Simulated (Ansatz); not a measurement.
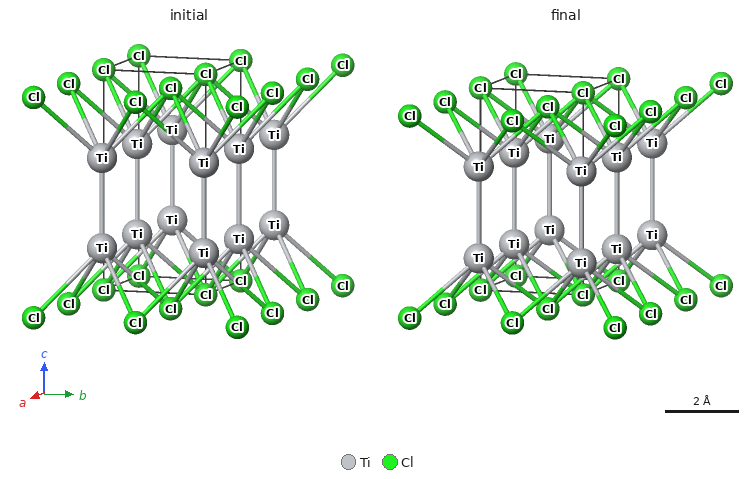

The structure of solid Ti$_{2}$Cl (a generated structure, set up in P4/mmm) (coarse preliminary run) before (left) and after (right) a relaxation, at one scale.

Style: ball-and-stick. Shown: the cell of the calculation, repeated 3 × 2 × 1 with one cell outlined, slightly off an axis.

The calculation used Ansatz 0.2.0, DFT PBE, scalar-relativistic, plane waves, PAW. Set-up: plane-wave cutoff 420 eV; k-point mesh 6 × 6 × 4; occupations gaussian; smearing width 0.1 eV; collinear spin; cell and atoms relaxed; force threshold 0.04 eV/Å; at most 70 steps.

> Describe what moved and what it gained.

The largest moves relative to the cell, 0.12 Å, are those of Ti atoms. Cl stays in place. The drawn cell changes as follows: a = b 2.963 → 2.986 Å (+0.8 %), c 6.114 → 5.609 Å (−8.3 %); the volume changes by −6.8 %. Some distances before and after: Ti–Ti 3.607 → 3.064 Å, Cl–Ti 2.765 → 2.609 Å, Ti–Ti 2.507 → 2.544 Å, Ti–Ti 2.963 → 2.986 Å. Bond angles that change, for instance: Cl–Ti–Cl 98.6° → 108.1°, Cl–Ti–Cl 64.8° → 69.8°, Ti–Ti–Cl 130.7° → 126.0°. The space group stays P4/mmm (No. 123). After 5 accepted moves (6 points after the start) the energy has fallen by 0.127 eV per cell of the calculation. Largest force component: 0.48 eV/Å at the start, 0.0066 eV/Å at the end. The pressure goes from −2.44 to 0.06 GPa. At 1 point the geometry stayed and the basis and grid were re-selected for the new cell (energy shift of 0.5 meV per cell of the calculation at most each time). The program noted that the starting moments weren't kept.
